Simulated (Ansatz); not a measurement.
**CCSD/def2-SVP (core potential) run of InPH6 (SMILES [PH3+][InH3-])**

What is the vertical ionisation energy of InPH6 at CCSD/def2-SVP (core potential)? 

Program for the calculation: Ansatz 0.2.0.

50 further runs of the same task are left out: 3 that didn't finish, 47 set aside as unsound or not needed.

## (1) The system as given

InPH6: 8 atoms, total charge 0, spin state singlet. SMILES: `[PH3+][InH3-]`. Geometry: relaxed at PBE0-D4/def2-TZVP.

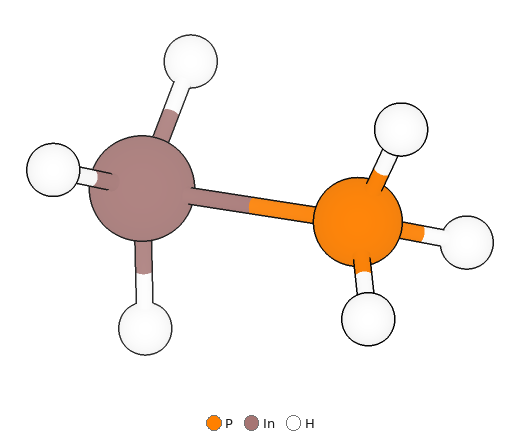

Viewed from a chosen angle; phosphorus orange, indium brown, hydrogen white.

## (2) The energy at CCSD/def2-SVP (core potential)

File job.yaml:

```yaml
crystal:
  periodic: [false, false, false]
  atoms:
    - {symbol: P, position_ang: [-0.593300, 0.062600, -1.026600]}
    - {symbol: In, position_ang: [0.822000, -0.099900, 1.362800]}
    - {symbol: H, position_ang: [-1.997500, -0.077200, -1.021800]}
    - {symbol: H, position_ang: [-0.318900, -0.855700, -2.062100]}
    - {symbol: H, position_ang: [-0.526800, 1.240500, -1.800800]}
    - {symbol: H, position_ang: [0.023300, 1.240800, 2.111900]}
    - {symbol: H, position_ang: [2.376100, 0.140700, 0.638900]}
    - {symbol: H, position_ang: [0.307400, -1.708800, 1.741800]}
basis:
  gaussian:
    orbitals: def2-SVP
correlation:
  method: ccsd
  frozen_orbitals: {H: 0, In: 4, P: 5}
accuracy: high
scf:
  omitted_lower_state_checks: [cluster_reference, increment]
```

Started as:

```console
$ ansatz run job.yaml --threads 1 --pin off --max-ram 3480MiB --events-out events.jsonl --progress --plain --runs-dir runs
```

Standard output:

```text
Warning: RAYON_NUM_THREADS=1 ignored (pool sized by the plan → 1); use --threads N
Functional definition: HF
  name "HF"
  exchange = exact_x
  correlation = 0
these checks for a lower state are left out or cut short: cluster_reference, increment
1767 factors; integrals over basis functions are off by at most 4.0e-9 eV
mean field evaluation 1: about -14510.1887 eV, gradient 1.3e1 eV
mean field evaluation 2: about -14510.2462 eV, gradient 1.3e1 eV
mean field evaluation 4: about -14511.2579 eV, gradient 8.6e-1 eV
mean field evaluation 8: about -14511.2620 eV, gradient 6.2e-4 eV
mean field -14511.26196102 eV, -533.2790409807 hartree, gradient 2.1e-8 eV, S^2 0.000000; 0 other end points of the search recorded, 0 dependent functions left out
9 core orbitals not correlated: weight in the atoms' cores, before any rotation towards them, 1.000 or more for the frozen orbitals, at most 0.000 for the correlated occupied ones
reference -14511.26196102 eV, -533.2790409807 hartree; 12, 12 occupied and 53, 53 virtual orbitals, 1767 factors
second order -6.56190501 eV of doubles, -0.00000000 eV of singles
cycle   1  -7.52052791 eV  change   -9.6e-1 eV  update   7.8e-2
cycle   2  -7.89139321 eV  change   -3.7e-1 eV  update   2.7e-2
cycle   3  -7.91927584 eV  change   -2.8e-2 eV  update   7.0e-3
cycle   4  -7.91695604 eV  change    2.3e-3 eV  update   2.1e-3
cycle   5  -7.91646520 eV  change    4.9e-4 eV  update   5.4e-4
cycle   6  -7.91636088 eV  change    1.0e-4 eV  update   1.7e-4
cycle   7  -7.91633581 eV  change    2.5e-5 eV  update   5.6e-5
cycle   8  -7.91634604 eV  change   -1.0e-5 eV  update   1.7e-5
cycle   9  -7.91634823 eV  change   -2.2e-6 eV  update   5.4e-6
cycle  10  -7.91634727 eV  change    9.6e-7 eV  update   1.4e-6
cycle  11  -7.91634745 eV  change   -1.7e-7 eV  update   4.3e-7
cycle  12  -7.91634736 eV  change    8.3e-8 eV  update   1.5e-7
cycle  13  -7.91634746 eV  change   -9.2e-8 eV  update   5.0e-8
cycle  14  -7.91634748 eV  change   -2.7e-8 eV  update   2.9e-8
cycle  15  -7.91634749 eV  change   -1.6e-9 eV  update   2.0e-8
cycle  16  -7.91634776 eV  change   -2.7e-7 eV  update   9.8e-8
cycle  17  -7.91634782 eV  change   -5.5e-8 eV  update   2.7e-8
cycle  18  -7.91634784 eV  change   -2.2e-8 eV  update   7.7e-9
cycle  19  -7.91634784 eV  change   -3.0e-9 eV  update   2.5e-9
cycle  20  -7.91634784 eV  change  -5.0e-10 eV  update  8.3e-10
Total energy: -14519.17830886 eV, -533.5699613980 hartree
Checks for a lower state left out: cluster_reference, increment
```

It took 7.2 s on 1 thread of Intel Xeon Platinum 8488C (Sapphire Rapids), shared host; peak memory 0.36 GiB.

## (3) The doublet cation at the same level

File molecule.yaml:

```yaml
crystal:
  periodic: [false, false, false]
  atoms:
    - {symbol: P, position_ang: [-0.593300, 0.062600, -1.026600]}
    - {symbol: In, position_ang: [0.822000, -0.099900, 1.362800]}
    - {symbol: H, position_ang: [-1.997500, -0.077200, -1.021800]}
    - {symbol: H, position_ang: [-0.318900, -0.855700, -2.062100]}
    - {symbol: H, position_ang: [-0.526800, 1.240500, -1.800800]}
    - {symbol: H, position_ang: [0.023300, 1.240800, 2.111900]}
    - {symbol: H, position_ang: [2.376100, 0.140700, 0.638900]}
    - {symbol: H, position_ang: [0.307400, -1.708800, 1.741800]}
basis:
  gaussian:
    orbitals: def2-SVP
total_charge: 1
magnetization:
  spin_polarized: true
  initial_magnetization: 1
correlation:
  method: ccsd
  frozen_orbitals: {H: 0, In: 4, P: 5}
accuracy: high
scf:
  omitted_lower_state_checks: [cluster_reference, increment]
```

Started as:

```console
$ ansatz run molecule.yaml --threads 1 --pin off --max-ram 3480MiB --events-out events.jsonl --progress --plain --runs-dir runs
```

Standard output:

```text
Warning: RAYON_NUM_THREADS=1 ignored (pool sized by the plan → 1); use --threads N
Functional definition: HF
  name "HF"
  exchange = exact_x
  correlation = 0
these checks for a lower state are left out or cut short: cluster_reference, increment
1767 factors; integrals over basis functions are off by at most 4.0e-9 eV
mean field evaluation 1: about -14500.3197 eV, gradient 1.2e1 eV
mean field evaluation 2: about -14500.3336 eV, gradient 1.2e1 eV
mean field evaluation 4: about -14502.0019 eV, gradient 1.9e0 eV
mean field evaluation 8: about -14502.0891 eV, gradient 9.9e-2 eV
mean field evaluation 16: about -14502.0373 eV, gradient 1.8e0 eV
mean field evaluation 32: about -14502.0911 eV, gradient 1.5e-1 eV
mean field evaluation 64: about -14502.0877 eV, gradient 8.5e-2 eV
mean field -14502.10438422 eV, -532.9425062408 hartree, gradient 2.1e-8 eV, S^2 0.773865; 5 other end points of the search recorded, 0 dependent functions left out
9 core orbitals not correlated: weight in the atoms' cores, before any rotation towards them, 1.000 or more for the frozen orbitals, at most 0.000 for the correlated occupied ones
reference -14502.10438422 eV, -532.9425062408 hartree; 12, 11 occupied and 53, 54 virtual orbitals, 1767 factors
second order -6.00047281 eV of doubles, -0.00000000 eV of singles
cycle   1  -6.87296836 eV  change   -8.7e-1 eV  update   8.4e-2
cycle   2  -7.26142335 eV  change   -3.9e-1 eV  update   3.7e-2
cycle   3  -7.31332843 eV  change   -5.2e-2 eV  update   1.9e-2
cycle   4  -7.32036757 eV  change   -7.0e-3 eV  update   1.2e-2
cycle   5  -7.32787671 eV  change   -7.5e-3 eV  update   8.4e-3
cycle   6  -7.33380717 eV  change   -5.9e-3 eV  update   5.5e-3
cycle   7  -7.33739280 eV  change   -3.6e-3 eV  update   3.4e-3
cycle   8  -7.33842868 eV  change   -1.0e-3 eV  update   1.8e-3
cycle   9  -7.33783190 eV  change    6.0e-4 eV  update   7.7e-4
cycle  10  -7.33797364 eV  change   -1.4e-4 eV  update   3.3e-4
cycle  11  -7.33802016 eV  change   -4.7e-5 eV  update   1.3e-4
cycle  12  -7.33800343 eV  change    1.7e-5 eV  update   4.7e-5
cycle  13  -7.33798854 eV  change    1.5e-5 eV  update   2.3e-5
cycle  14  -7.33796411 eV  change    2.4e-5 eV  update   1.3e-5
cycle  15  -7.33795984 eV  change    4.3e-6 eV  update   9.8e-6
cycle  16  -7.33795858 eV  change    1.3e-6 eV  update   9.0e-6
cycle  17  -7.33795743 eV  change    1.1e-6 eV  update   8.6e-6
cycle  18  -7.33795262 eV  change    4.8e-6 eV  update   8.3e-6
cycle  19  -7.33795342 eV  change   -8.0e-7 eV  update   7.8e-6
cycle  20  -7.33795519 eV  change   -1.8e-6 eV  update   7.7e-6
cycle  21  -7.33795759 eV  change   -2.4e-6 eV  update   6.8e-6
cycle  22  -7.33795594 eV  change    1.6e-6 eV  update   4.2e-6
cycle  23  -7.33795526 eV  change    6.9e-7 eV  update   2.5e-6
cycle  24  -7.33795610 eV  change   -8.5e-7 eV  update   9.2e-7
cycle  25  -7.33795670 eV  change   -6.0e-7 eV  update   3.7e-7
cycle  26  -7.33795676 eV  change   -5.3e-8 eV  update   1.3e-7
cycle  27  -7.33795669 eV  change    6.8e-8 eV  update   5.8e-8
cycle  28  -7.33795665 eV  change    3.5e-8 eV  update   2.9e-8
cycle  29  -7.33795665 eV  change    4.2e-9 eV  update   1.2e-8
cycle  30  -7.33795665 eV  change   -3.9e-9 eV  update   6.0e-9
cycle  31  -7.33795665 eV  change  -3.8e-10 eV  update   3.4e-9
cycle  32  -7.33795665 eV  change    3.0e-9 eV  update   2.2e-9
cycle  33  -7.33795665 eV  change    2.9e-9 eV  update   1.4e-9
cycle  34  -7.33795665 eV  change   8.6e-10 eV  update  9.6e-10
Total energy: -14509.44234087 eV, -533.2121711737 hartree
Checks for a lower state left out: cluster_reference, increment
```

Wall time 30 s (1 thread of Intel Xeon Platinum 8488C (Sapphire Rapids), shared host); peak memory 0.61 GiB.

## (4) Outcome

At CCSD/def2-SVP (core potential), 9 core orbitals frozen:

| quantity | value |
| --- | --- |
| singlet InPH6: total energy | -533.56996 Eh |
| singlet InPH6: correlation energy (9 core orbitals frozen) | -290.9 mEh |
| singlet InPH6: T1 diagnostic | 0.010 |
| doublet cation: total energy | -533.21217 Eh |
| doublet cation: correlation energy (9 core orbitals frozen) | -269.7 mEh |
| doublet cation: ⟨S²⟩ of the reference determinant | 0.774 |
| doublet cation: T1 diagnostic | 0.026 |
| vertical ionisation energy (to the doublet cation) | 9.736 eV |

In words: The vertical ionisation energy comes to 9.74 eV (939 kJ/mol).
